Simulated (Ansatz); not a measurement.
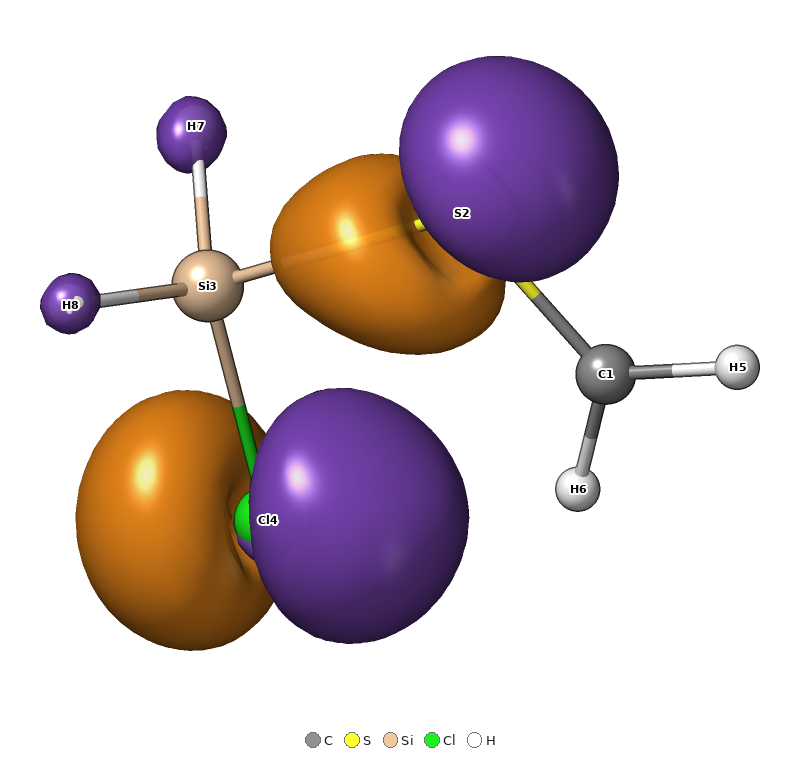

*CH4ClSSi (charge +1). The HOMO−1 at ±0.15 Å⁻³ᐟ² (orange and purple are the two phases), seen at a tilt.*

Level of theory: RKS B3LYP-D4/def2-SVP (Ansatz).

Input

```
crystal:
  periodic: [false, false, false]
  atoms:
    - { symbol: C, position_ang: [-0.51861, 1.3902, 0.85351] }
    - { symbol: S, position_ang: [-0.44396, -0.17066, 1.24409] }
    - { symbol: Si, position_ang: [0.43781, -1.25704, -0.66965] }
    - { symbol: Cl, position_ang: [0.61351, 0.13657, -2.04757] }
    - { symbol: H, position_ang: [-0.89176, 2.10072, 1.57952] }
    - { symbol: H, position_ang: [-0.21335, 1.77205, -0.11135] }
    - { symbol: H, position_ang: [-0.63466, -2.22629, -0.81146] }
    - { symbol: H, position_ang: [1.65101, -1.74555, -0.03709] }
total_charge: 1
basis:
  gaussian: { orbitals: def2-SVP }
hamiltonian:
  xc: b3lyp
  dispersion: d4
relax:
  f_tol: 0.015
  max_steps: 40
output:
  orbitals: {}
```

Run with:

```sh
ansatz run input.yaml --threads 1 --pin off --max-ram 2048MiB --backend cpu --events-out ev --progress --plain --runs-dir out
```

The fields are those of the relaxed geometry.

Question: Where does this orbital lie, and at what energy?

Answer: By Hirshfeld shares it lies mainly on Cl4 (about 55 %) and S2 (about 30 %); largely a combination of lone pairs on Cl4 and S2. Its energy is −14.02 eV.
